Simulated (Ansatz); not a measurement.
# Run report: Si2H7F, nudged elastic band

System: Si2H7F.
Method: RKS PBE-D4/6-31G* (Ansatz 0.2.0).

It belongs to a series of runs on one base structure; here: band between the two ends. Figures and captions count atoms from 1; the log counts them from 0 in places.

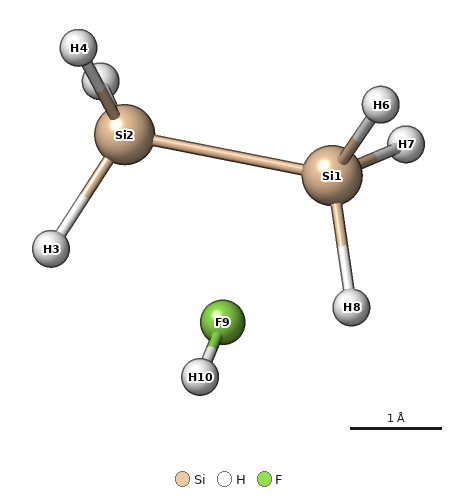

The starting structure (ball-and-stick view, seen at a tilt; atoms are numbered from 1 in the order of the input). Bond lengths as drawn: F–H 0.95 Å, H–Si 1.50 Å and Si–Si 2.35 Å.

### The input
```yaml
crystal:
  periodic: [false, false, false]
  atoms:
    - { symbol: Si, position_ang: [0.264921, -0.061956, 0.090822] }
    - { symbol: Si, position_ang: [0.212969, -0.002532, 2.444076] }
    - { symbol: H, position_ang: [-0.804737, -0.974658, 2.976288] }
    - { symbol: H, position_ang: [1.541255, -0.409885, 3.018701] }
    - { symbol: H, position_ang: [-0.12383, 1.361756, 2.960584] }
    - { symbol: H, position_ang: [1.628202, -0.462175, -0.401066] }
    - { symbol: H, position_ang: [-0.079088, 1.266063, -0.508398] }
    - { symbol: H, position_ang: [-0.7048, -1.085327, -0.433384] }
    - { symbol: F, position_ang: [-2.498977, 0.652968, 1.1936] }
    - { symbol: H, position_ang: [-2.611514, -0.284252, 1.247176] }
basis:
  gaussian: { orbitals: "6-31G*" }
hamiltonian:
  xc: pbe
  dispersion: d4
neb:
  order_check: false
  images: 7
  f_tol: 0.05
  max_iterations: 60
  final_atoms:
    - { symbol: Si, position_ang: [-0.41236083, 0.4205854, -0.7182059] }
    - { symbol: Si, position_ang: [-0.19802452, -0.42574503, 3.24794296] }
    - { symbol: H, position_ang: [-0.2962719, -0.88016979, 4.67302522] }
    - { symbol: H, position_ang: [0.70436789, -1.35166725, 2.49052095] }
    - { symbol: H, position_ang: [0.36353179, 0.96197364, 3.19999014] }
    - { symbol: H, position_ang: [-0.10769025, 1.36125585, 0.40686855] }
    - { symbol: H, position_ang: [0.55581194, 0.64721206, -1.84106631] }
    - { symbol: H, position_ang: [-0.30388181, -0.99245806, -0.23458163] }
    - { symbol: F, position_ang: [-1.92142742, 0.69468847, -1.25875963] }
    - { symbol: H, position_ang: [-1.55965389, -0.43567328, 2.62266464] }
  initial_path:
    images:
      - { positions_ang: [[0.264921, -0.061956, 0.090822], [0.212969, -0.002532, 2.444076], [-0.804737, -0.974658, 2.976288], [1.541255, -0.409885, 3.018701], [-0.12383, 1.361756, 2.960584], [1.628202, -0.462175, -0.401066], [-0.079088, 1.266063, -0.508398], [-0.7048, -1.085327, -0.433384], [-2.498977, 0.652968, 1.1936], [-2.611514, -0.284252, 1.247176]] }
      - { positions_ang: [[0.20063844, -0.04649415, 0.06861422], [0.15767518, 0.0006695, 2.47603703], [-0.93342528, -0.83474583, 2.99543834], [1.40915404, -0.53419172, 3.03137465], [-0.02464284, 1.3610296, 2.98434679], [1.56800697, -0.34175511, -0.41972799], [-0.23317273, 1.24414562, -0.50463875], [-0.69313595, -1.11501886, -0.4459139], [-2.32154894, 0.48327344, 1.04193125], [-2.30514789, -0.21691048, 1.36093735]] }
      - { positions_ang: [[0.13635588, -0.03103229, 0.04640644], [0.10238136, 0.003871, 2.50799806], [-1.06211357, -0.69483367, 3.01458868], [1.27705308, -0.65849845, 3.04404829], [0.07454433, 1.36030321, 3.00810959], [1.50781195, -0.22133523, -0.43838998], [-0.38725747, 1.22222824, -0.5008795], [-0.68147191, -1.14471072, -0.4584438], [-2.14412087, 0.31357888, 0.89026251], [-1.99878178, -0.14956897, 1.4746987]] }
      - { positions_ang: [[0.07207331, -0.01557044, 0.02419867], [0.04708755, 0.0070725, 2.53995909], [-1.19080185, -0.5549215, 3.03373902], [1.14495212, -0.78280517, 3.05672194], [0.17373149, 1.35957681, 3.03187238], [1.44761692, -0.10091534, -0.45705197], [-0.5413422, 1.20031085, -0.49712025], [-0.66980786, -1.17440258, -0.4709737], [-1.96669281, 0.14388432, 0.73859376], [-1.69241567, -0.08222745, 1.58846006]] }
      - { positions_ang: [[0.00779075, -0.00010858, 0.00199089], [-0.00820627, 0.010274, 2.57192013], [-1.31949014, -0.41500933, 3.05288936], [1.01285116, -0.9071119, 3.06939558], [0.27291866, 1.35885041, 3.05563518], [1.38742189, 0.01950454, -0.47571396], [-0.69542693, 1.17839347, -0.493361], [-0.65814382, -1.20409444, -0.4835036], [-1.78926475, -0.02581025, 0.58692501], [-1.38604956, -0.01488594, 1.70222141]] }
      - { positions_ang: [[-0.09724715, 0.10506491, -0.17805831], [-0.05566084, -0.09873076, 2.74092584], [-1.06368558, -0.53129945, 3.45792333], [0.93573034, -1.01825074, 2.92467692], [0.29557194, 1.25963122, 3.09172392], [1.01364386, 0.35494237, -0.25506833], [-0.38261722, 1.04559812, -0.83028732], [-0.56957832, -1.15118534, -0.42127311], [-1.82230541, 0.15431443, 0.12550385], [-1.42945064, -0.12008277, 1.93233222]] }
      - { positions_ang: [[-0.20228504, 0.21023841, -0.35810751], [-0.1031154, -0.20773551, 2.90993154], [-0.80788102, -0.64758956, 3.86295729], [0.85860953, -1.12938957, 2.77995826], [0.31822523, 1.16041203, 3.12781266], [0.63986582, 0.6903802, -0.0344227], [-0.0698075, 0.91280276, -1.16721365], [-0.48101281, -1.09827625, -0.35904262], [-1.85534608, 0.33443911, -0.33591731], [-1.47285172, -0.22527961, 2.16244303]] }
      - { positions_ang: [[-0.30732294, 0.3154119, -0.53815671], [-0.15056996, -0.31674027, 3.07893725], [-0.55207646, -0.76387967, 4.26799126], [0.78148871, -1.24052841, 2.6352396], [0.34087851, 1.06119283, 3.1639014], [0.26608779, 1.02581802, 0.18622293], [0.24300222, 0.78000741, -1.50413998], [-0.39244731, -1.04536715, -0.29681212], [-1.88838675, 0.51456379, -0.79733847], [-1.51625281, -0.33047645, 2.39255384]] }
      - { positions_ang: [[-0.41236083, 0.4205854, -0.7182059], [-0.19802452, -0.42574503, 3.24794296], [-0.2962719, -0.88016979, 4.67302522], [0.70436789, -1.35166725, 2.49052095], [0.36353179, 0.96197364, 3.19999014], [-0.10769025, 1.36125585, 0.40686855], [0.55581194, 0.64721206, -1.84106631], [-0.30388181, -0.99245806, -0.23458163], [-1.92142742, 0.69468847, -1.25875963], [-1.55965389, -0.43567328, 2.62266464]] }
```

Run as:
```bash
ansatz run input.yaml --threads 1 --pin off --max-ram 2048MiB --backend cpu --events-out ev --progress --plain --runs-dir out
```

### What the program printed
```
Engine: ansatz 0.2.0, aarch64-unknown-linux-gnu
Functional definition: PBE
  parameter kappa = 0.804
  parameter beta = 0.06672455060314922
  exchange = pbe_x(kappa = kappa, mu = beta*pi^2/3)
  correlation = pbe_c(beta = beta)
860 factors; their error is unknown
mean field evaluation 1: about -18571.2239 eV, gradient 3.0e1 eV
mean field evaluation 2: about -18569.3924 eV, gradient 5.0e1 eV
mean field evaluation 4: about -18573.0913 eV, gradient 8.8e-1 eV
mean field evaluation 8: about -18573.0179 eV, gradient 9.1e-2 eV
mean field -18573.01790064 eV, -682.5458186048 hartree, gradient 2.6e-5 eV, S^2 0.000000; 0 other end points of the search recorded, 0 dependent functions left out
the calculation of the forces begins
reference -18573.01793850 eV, -682.5458199962 hartree; 22, 22 occupied and 45, 45 virtual orbitals, 860 factors
860 factors; their error is unknown
mean field evaluation 16: about -18569.3270 eV, gradient 5.8e1 eV
mean field -18574.20967254 eV, -682.5896154142 hartree, gradient 2.4e-5 eV, S^2 0.000000; 0 other end points of the search recorded, 0 dependent functions left out
[... from here on the field's lines of each further geometry are left out, up to the last ...]
NEB iter   1: max|band force component| = 2.433e1 eV/Å  barrier→ = 10.2723 eV  barrier← = 11.4323 eV  Δτ_max = 0.2000 Å  (205 SCF iters)
NEB iter   2: max|band force component| = 9.026e0 eV/Å  barrier→ = 3.2798 eV  barrier← = 4.4398 eV  Δτ_max = 0.2000 Å  (200 SCF iters)
NEB iter   3: max|band force component| = 4.511e0 eV/Å  barrier→ = 1.5116 eV  barrier← = 2.6717 eV  Δτ_max = 0.2000 Å  (185 SCF iters)
NEB iter   4: max|band force component| = 1.646e0 eV/Å  barrier→ = 1.4926 eV  barrier← = 2.6527 eV  Δτ_max = 0.2000 Å  (180 SCF iters)
NEB iter   5: max|band force component| = 2.192e0 eV/Å  barrier→ = 1.7215 eV  barrier← = 2.8816 eV  Δτ_max = 0.0993 Å  (180 SCF iters)
NEB iter   6: max|band force component| = 2.423e0 eV/Å  barrier→ = 1.6552 eV  barrier← = 2.8152 eV  Δτ_max = 0.0505 Å  (175 SCF iters)
NEB iter   7: max|band force component| = 2.346e0 eV/Å  barrier→ = 1.4599 eV  barrier← = 2.6199 eV  Δτ_max = 0.1029 Å  (173 SCF iters)
NEB iter   8: max|band force component| = 2.262e0 eV/Å  barrier→ = 1.0197 eV  barrier← = 2.1797 eV  Δτ_max = 0.2000 Å  (176 SCF iters)
NEB iter   9: max|band force component| = 2.010e0 eV/Å  barrier→ = 1.0425 eV  barrier← = 2.2025 eV  Δτ_max = 0.1838 Å  (175 SCF iters)
NEB iter  10: max|band force component| = 7.447e-1 eV/Å  barrier→ = 1.0476 eV  barrier← = 2.2076 eV  Δτ_max = 0.2000 Å  (166 SCF iters)
NEB iter  11: max|band force component| = 4.514e-1 eV/Å  barrier→ = 0.9621 eV  barrier← = 2.1221 eV  CI = image 3  Δτ_max = 0.1981 Å  (172 SCF iters)
NEB iter  12: max|band force component| = 9.103e-1 eV/Å  barrier→ = 1.0380 eV  barrier← = 2.1980 eV  CI = image 3  Δτ_max = 0.2000 Å  (168 SCF iters)
NEB iter  13: max|band force component| = 9.196e-1 eV/Å  barrier→ = 1.2528 eV  barrier← = 2.4128 eV  CI = image 3  Δτ_max = 0.2000 Å  (173 SCF iters)
NEB iter  14: max|band force component| = 8.730e-1 eV/Å  barrier→ = 1.4253 eV  barrier← = 2.5853 eV  CI = image 3  Δτ_max = 0.0996 Å  (171 SCF iters)
NEB iter  15: max|band force component| = 8.713e-1 eV/Å  barrier→ = 1.3726 eV  barrier← = 2.5326 eV  CI = image 3  Δτ_max = 0.0839 Å  (166 SCF iters)
NEB iter  16: max|band force component| = 1.937e-1 eV/Å  barrier→ = 1.3439 eV  barrier← = 2.5040 eV  CI = image 3  Δτ_max = 0.0750 Å  (165 SCF iters)
NEB iter  17: max|band force component| = 2.857e-1 eV/Å  barrier→ = 1.3312 eV  barrier← = 2.4912 eV  CI = image 3  Δτ_max = 0.0373 Å  (162 SCF iters)
NEB iter  18: max|band force component| = 1.297e-1 eV/Å  barrier→ = 1.3298 eV  barrier← = 2.4899 eV  CI = image 3  Δτ_max = 0.0246 Å  (165 SCF iters)
NEB iter  19: max|band force component| = 6.924e-2 eV/Å  barrier→ = 1.3294 eV  barrier← = 2.4894 eV  CI = image 3  Δτ_max = 0.0336 Å  (153 SCF iters)
the calculation of the forces begins
reference -18574.20047593 eV, -682.5892774453 hartree; 22, 22 occupied and 45, 45 virtual orbitals, 860 factors
860 factors; their error is unknown
mean field -18571.68194793 eV, -682.4967232483 hartree, gradient 1.1e-5 eV, S^2 0.000000; 1 other end points of the search recorded, 0 dependent functions left out
the calculation of the forces begins
reference -18571.68198648 eV, -682.4967246650 hartree; 22, 22 occupied and 45, 45 virtual orbitals, 860 factors
NEB iter  20: max|band force component| = 3.001e-2 eV/Å  barrier→ = 1.3291 eV  barrier← = 2.4891 eV  CI = image 3  Δτ_max = 0.0000 Å  (321 SCF iters)
```

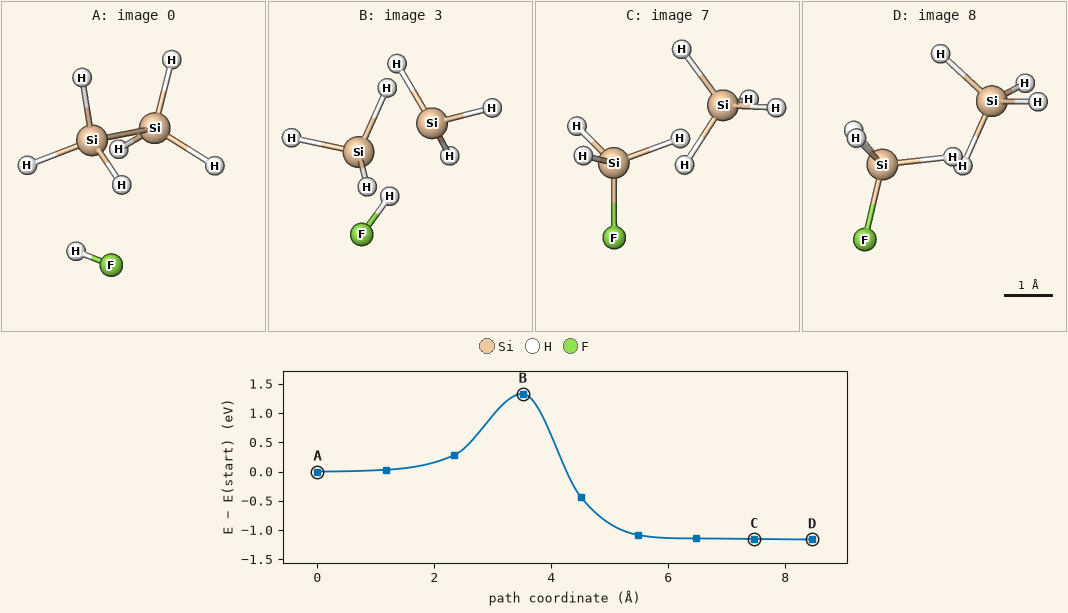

Images of the last band (counted from 0; ball-and-stick, seen at a tilt) above the energy along the path; the line is a cubic interpolation that uses the forces. The highest image is number 3, 1.329 eV above the start and 2.489 eV above the end (the climbing image); the end lies 1.160 eV below the start. The path is 8.45 Å long. The band converged in 20 iterations.

```
Total energy: -18571.85683388 eV, -682.5031501883 hartree
Atom 0 at    -0.273228     0.054734     0.013542 Å, force    -0.022526     0.005168     0.030699 eV/Å
Atom 1 at    -0.067383    -0.042759     2.606933 Å, force     0.001131    -0.004824    -0.015746 eV/Å
Atom 2 at    -1.038549    -0.301294     3.732410 Å, force    -0.001695     0.000247     0.003215 eV/Å
Atom 3 at     0.938181    -1.153609     2.601216 Å, force    -0.001648    -0.001889     0.002355 eV/Å
Atom 4 at     0.607323     1.267747     2.873812 Å, force    -0.001760     0.000489    -0.006094 eV/Å
Atom 5 at     1.184118     0.346129     0.329746 Å, force     0.014349    -0.001487    -0.006605 eV/Å
Atom 6 at    -0.580634     1.131078    -0.980314 Å, force     0.003616     0.001877     0.003154 eV/Å
Atom 7 at    -0.272662    -1.339129    -0.521204 Å, force     0.001027     0.003412     0.003202 eV/Å
Atom 8 at    -2.171632     0.070376     0.491448 Å, force    -0.008915    -0.011205    -0.012373 eV/Å
Atom 9 at    -1.501133    -0.033273     1.440811 Å, force     0.016420     0.008212    -0.001808 eV/Å
Dipole moment:     0.090662    -0.014470     0.058246 e Å
this run last wrote the band of iteration 20 to [file]
```

### The last band as extended XYZ (Å, eV, eV/Å)
```
10
Properties=species:S:1:pos:R:3:forces:R:3 image=0 energy=-18573.18590
Si    0.2649   -0.0620    0.0908    0.0005  -0.0005   0.0006
Si    0.2130   -0.0025    2.4441   -0.0006   0.0000   0.0002
H    -0.8047   -0.9747    2.9763    0.0006  -0.0001  -0.0002
H     1.5413   -0.4099    3.0187    0.0000   0.0006  -0.0003
H    -0.1238    1.3618    2.9606    0.0000  -0.0004   0.0002
H     1.6282   -0.4622   -0.4011   -0.0008  -0.0002  -0.0003
H    -0.0791    1.2661   -0.5084    0.0005   0.0002   0.0000
H    -0.7048   -1.0853   -0.4334   -0.0002   0.0006   0.0005
F    -2.4990    0.6530    1.1936    0.0001   0.0005  -0.0006
H    -2.6115   -0.2843    1.2472   -0.0001  -0.0007  -0.0001
10
Properties=species:S:1:pos:R:3:forces:R:3 image=1 energy=-18573.15572
Si    0.2652   -0.0325    0.0623    0.0126  -0.0038  -0.0030
Si    0.2025   -0.0017    2.4112    0.0045  -0.0005  -0.0019
H    -1.0851   -0.5692    2.9616    0.0023  -0.0208  -0.0191
H     1.2969   -0.8516    2.9890    0.0156   0.0162   0.0120
H     0.3288    1.3918    2.9478   -0.0238   0.0064   0.0000
H     1.7082   -0.0617   -0.3577    0.0100  -0.0158  -0.0175
H    -0.3798    1.1744   -0.5389    0.0118   0.0019   0.0076
H    -0.3950   -1.2750   -0.4583   -0.0051   0.0017  -0.0002
F    -2.6534    0.4553    0.9731   -0.0032   0.0209   0.0186
H    -2.4639   -0.2298    1.5983   -0.0247  -0.0062   0.0035
10
Properties=species:S:1:pos:R:3:forces:R:3 image=2 energy=-18572.90523
Si    0.0647    0.0387    0.0988    0.1747   0.0001   0.0373
Si    0.1227    0.0134    2.4671    0.0883   0.0219  -0.0637
H    -1.1281   -0.2169    3.2921   -0.0550   0.0248  -0.2182
H     1.0330   -1.1358    2.7758    0.0462   0.0121   0.0879
H     0.7136    1.3006    2.9505    0.0337   0.0150   0.0472
H     1.5459    0.2175   -0.0570    0.1764  -0.0484  -0.1802
H    -0.5874    1.1471   -0.6641    0.0006   0.0170   0.1577
H    -0.3022   -1.3028   -0.4568    0.0045   0.0260   0.0264
F    -2.5711    0.0243    0.6909   -0.1933  -0.0332   0.0867
H    -2.0667   -0.0861    1.4913   -0.2763  -0.0353   0.0191
10
Properties=species:S:1:pos:R:3:forces:R:3 image=3 energy=-18571.85679
Si   -0.2732    0.0547    0.0135   -0.0225   0.0052   0.0307
Si   -0.0674   -0.0428    2.6069    0.0011  -0.0048  -0.0157
H    -1.0385   -0.3013    3.7324   -0.0017   0.0002   0.0032
H     0.9382   -1.1536    2.6012   -0.0016  -0.0019   0.0024
H     0.6073    1.2677    2.8738   -0.0018   0.0005  -0.0061
H     1.1841    0.3461    0.3297    0.0143  -0.0015  -0.0066
H    -0.5806    1.1311   -0.9803    0.0036   0.0019   0.0032
H    -0.2727   -1.3391   -0.5212    0.0010   0.0034   0.0032
F    -2.1716    0.0704    0.4914   -0.0089  -0.0112  -0.0124
H    -1.5011   -0.0333    1.4408    0.0164   0.0082  -0.0018
10
Properties=species:S:1:pos:R:3:forces:R:3 image=4 energy=-18573.61373
Si   -0.4283    0.0796   -0.2931   -0.2241   0.0318  -0.4190
Si   -0.1488   -0.0895    2.8386   -0.0884  -0.0676   0.3170
H    -0.9655   -0.3498    4.0535    0.1424  -0.0452   0.4535
H     0.8965   -1.1451    2.6365   -0.0558  -0.0089   0.0272
H     0.5134    1.2546    2.9017   -0.0753  -0.0312   0.0190
H     0.8268    0.4338    0.4879   -0.5013   0.0869   0.1848
H    -0.4375    1.1120   -1.3536    0.1796  -0.0227  -0.5123
H    -0.2173   -1.3495   -0.6662    0.0177  -0.0205  -0.1984
F    -2.0032    0.1903    0.2001    0.2048   0.1972  -0.3641
H    -1.2117   -0.1364    1.7832    0.4004  -0.1199   0.4922
10
Properties=species:S:1:pos:R:3:forces:R:3 image=5 energy=-18574.27085
Si   -0.4067    0.1803   -0.5745    0.0015   0.0113  -0.0656
Si   -0.2025   -0.1887    3.0869   -0.0078  -0.0148   0.0564
H    -0.7849   -0.4819    4.4333    0.0468  -0.0146   0.0869
H     0.8617   -1.1921    2.7566   -0.0030  -0.0045   0.0265
H     0.3983    1.1843    3.0724   -0.0163  -0.0084   0.0280
H     0.5982    0.6008    0.4568   -0.0523   0.0326  -0.0148
H    -0.2251    1.0433   -1.7812    0.0378  -0.0254  -0.0976
H    -0.1903   -1.2672   -0.8925   -0.0006   0.0080  -0.0423
F    -1.9297    0.3913   -0.0426    0.0078   0.0422  -0.0494
H    -1.2946   -0.2700    2.0732   -0.0139  -0.0263   0.0718
10
Properties=species:S:1:pos:R:3:forces:R:3 image=6 energy=-18574.32884
Si   -0.3741    0.2532   -0.7777   -0.0002  -0.0016   0.0003
Si   -0.2392   -0.2623    3.2893    0.0010  -0.0008  -0.0010
H    -0.7921   -0.7707    4.5860    0.0007   0.0008  -0.0025
H     0.9149   -1.1223    2.8707   -0.0017  -0.0014  -0.0034
H     0.2308    1.1496    3.4629    0.0025  -0.0012  -0.0022
H     0.6641    0.7959    0.1578   -0.0031   0.0036   0.0035
H    -0.1172    0.7763   -2.1590    0.0020  -0.0015   0.0026
H    -0.3081   -1.2438   -0.7861    0.0022   0.0004   0.0051
F    -1.8500    0.7306   -0.2939   -0.0028   0.0008  -0.0027
H    -1.3046   -0.3065    2.2383   -0.0007   0.0010   0.0003
10
Properties=species:S:1:pos:R:3:forces:R:3 image=7 energy=-18574.33936
Si   -0.3874    0.3387   -0.7143   -0.0020  -0.0006   0.0006
Si   -0.2232   -0.3466    3.2354    0.0014  -0.0010   0.0000
H    -0.6065   -0.8374    4.5983    0.0027  -0.0002  -0.0008
H     0.8305   -1.2425    2.6592   -0.0016  -0.0007  -0.0027
H     0.3112    1.0490    3.3359    0.0015  -0.0012  -0.0015
H     0.3110    1.1540    0.3310   -0.0033   0.0040   0.0025
H     0.2155    0.6314   -2.0554    0.0037  -0.0027   0.0012
H    -0.2331   -1.1172   -0.3989   -0.0001   0.0019   0.0049
F    -1.9653    0.7267   -0.7478   -0.0003   0.0001  -0.0050
H    -1.4283   -0.3561    2.3449   -0.0019   0.0003   0.0009
10
Properties=species:S:1:pos:R:3:forces:R:3 image=8 energy=-18574.34592
Si   -0.4124    0.4206   -0.7182   -0.0018  -0.0061  -0.0042
Si   -0.1980   -0.4257    3.2479   -0.0018  -0.0065  -0.0005
H    -0.2963   -0.8802    4.6730    0.0009   0.0055  -0.0085
H     0.7044   -1.3517    2.4905   -0.0014   0.0025   0.0016
H     0.3635    0.9620    3.2000   -0.0015  -0.0012   0.0035
H    -0.1077    1.3613    0.4069    0.0020   0.0018  -0.0038
H     0.5558    0.6472   -1.8411   -0.0061   0.0001   0.0102
H    -0.3039   -0.9925   -0.2346   -0.0002   0.0032  -0.0033
F    -1.9214    0.6947   -1.2588    0.0061   0.0006   0.0009
H    -1.5597   -0.4357    2.6227    0.0038   0.0001   0.0039
```

### Results in brief

```tsv
quantity	value
outcome	converged
barrier, forward	1.329 eV
barrier, backward	2.489 eV
hardware	1 thread of Arm Neoverse V2, 24 GiB of memory available, shared host
wall time	4 min
peak memory	0.12 GiB
```

### Remarks

The order of the saddle point was not checked.
